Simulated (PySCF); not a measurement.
**MP2/def2-SVPD run of C2H6ClNSi (SMILES C=CN[SiH2]Cl)**

What is the vertical ionisation energy of C2H6ClNSi at MP2/def2-SVPD? The job is set up through a Python script.

The results are computed with PySCF 2.14.0.

## Step 1: The molecule

C2H6ClNSi has 11 atoms, charge 0, and is taken as a singlet. SMILES: `C=CN[SiH2]Cl`. Geometry: relaxed at PBE0-D4/def2-TZVP. This is one conformer, not always the lowest.

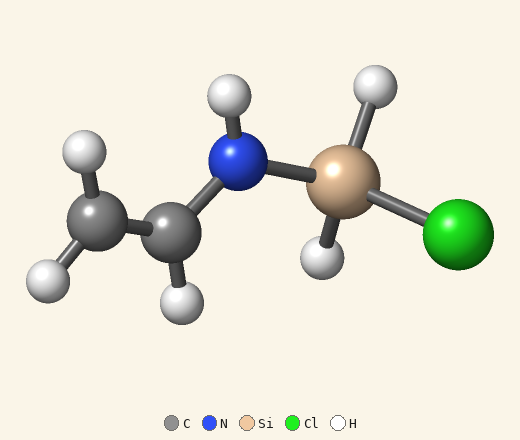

Viewed from a chosen angle; carbon grey, nitrogen blue, silicon light orange, chlorine green, hydrogen white.

## Step 2: The energy at MP2/def2-SVPD

Input file run.py:

```python
from pyscf import gto, scf, mp

mol = gto.Mole()
mol.atom = '''
C      0.532714     3.874694     1.218306
C     -0.311049     1.801854     0.074833
N      0.933903    -0.500211    -0.073510
Si    -0.370386    -3.274517    -1.104734
Cl    -2.537524    -5.096213     1.573575
H     -0.575800     5.589054     1.184291
H      2.329843     3.918158     2.203043
H     -2.125753     1.825097    -0.887604
H      2.606121    -0.549154     0.844519
H      1.723241    -5.000782    -1.760091
H     -2.081533    -2.695316    -3.233888
'''
mol.unit = 'bohr'
mol.charge = 0
mol.max_memory = 1860
mol.basis = 'def2-svpd'
mol.verbose = 3
mol.build()

mf = scf.RHF(mol)
mf.conv_tol = 1e-10
mf.kernel()
if not mf.converged:
    mf = mf.newton().run(mf.mo_coeff, mf.mo_occ)

pt = mp.MP2(mf, frozen=13).run()
etot = pt.e_tot
print('Final energy', etot)
```

The run is started by

```
$ OMP_NUM_THREADS=1 python run.py
```

Standard output:

```text
converged SCF energy = -881.849219878218
E(RMP2) = -882.551117564413  E_corr = -0.701897686195343
E(SCS-RMP2) = -882.543609202534  E_corr = -0.694389324316202
Final energy -882.5511175644134
```

Wall time 13 s (1 thread of Intel Xeon Platinum 8259CL at 2.50GHz (Skylake/Cascade Lake), shared host); peak memory 0.94 GiB.

## Step 3: The doublet cation at the same level

Input file run.py:

```python
from pyscf import gto, mp

system = gto.M(
    atom='''
C        0.281900       2.050400       0.644700
C       -0.164600       0.953500       0.039600
N        0.494200      -0.264700      -0.038900
Si      -0.196000      -1.732800      -0.584600
Cl      -1.342800      -2.696800       0.832700
H       -0.304700       2.957600       0.626700
H        1.232900       2.073400       1.165800
H       -1.124900       0.965800      -0.469700
H        1.379100      -0.290600       0.446900
H        0.911900      -2.646300      -0.931400
H       -1.101500      -1.426300      -1.711300
''',
    basis='def2-svpd',
    charge=1,
    spin=1,
    verbose=3,
    max_memory=1860,
)

calc0 = system.UHF()
calc0.conv_tol = 1e-10
calc0.kernel()
if not calc0.converged:
    calc0 = calc0.newton().run(calc0.mo_coeff, calc0.mo_occ)

pt = mp.MP2(calc0, frozen=13).run()
energy = pt.e_tot
print('E(%s) = %.9f' % ('MP2', energy))
```

The run is started by

```
$ OMP_NUM_THREADS=1 python run.py
```

Standard output:

```text
converged SCF energy = -881.574217349249  <S^2> = 0.83213763  2S+1 = 2.0805169
E(UMP2) = -882.229315914154  E_corr = -0.655098564905176
E(SCS-UMP2) = -882.222920215949  E_corr = -0.648702866699864
E(MP2) = -882.229315914
```

Run time: 57 s. Hardware: 1 thread of Intel Xeon Platinum 8259CL at 2.50GHz (Skylake/Cascade Lake), shared host; peak memory 1.3 GiB.

## Step 4: Summary of results

Level: MP2/def2-SVPD, 13 core orbitals frozen.

| quantity | value |
| --- | --- |
| singlet C2H6ClNSi: total energy | -882.55112 Eh |
| singlet C2H6ClNSi: dipole moment (Hartree–Fock density) | 1.60 D |
| singlet C2H6ClNSi: HOMO energy (Hartree–Fock orbitals) | -9.01 eV |
| singlet C2H6ClNSi: LUMO energy (Hartree–Fock orbitals) | 2.38 eV |
| singlet C2H6ClNSi: HOMO–LUMO gap (Hartree–Fock orbitals) | 11.40 eV |
| singlet C2H6ClNSi: correlation energy (13 core orbitals frozen) | -701.9 mEh |
| doublet cation: total energy | -882.22932 Eh |
| doublet cation: HOMO energy (Hartree–Fock orbitals) (highest over α and β) | -16.38 eV |
| doublet cation: LUMO energy (Hartree–Fock orbitals) (lowest over α and β) | -6.13 eV |
| doublet cation: correlation energy (13 core orbitals frozen) | -655.1 mEh |
| doublet cation: ⟨S²⟩ of the reference determinant | 0.832 |
| vertical ionisation energy (to the doublet cation) | 8.757 eV |

What this shows: The vertical ionisation energy comes to 8.76 eV (202 kcal/mol). Mulliken charges (singlet C2H6ClNSi) of the mean-field density run from -0.65 on Cl5 to +1.05 on Si4; in a basis this large or diffuse they mean little.
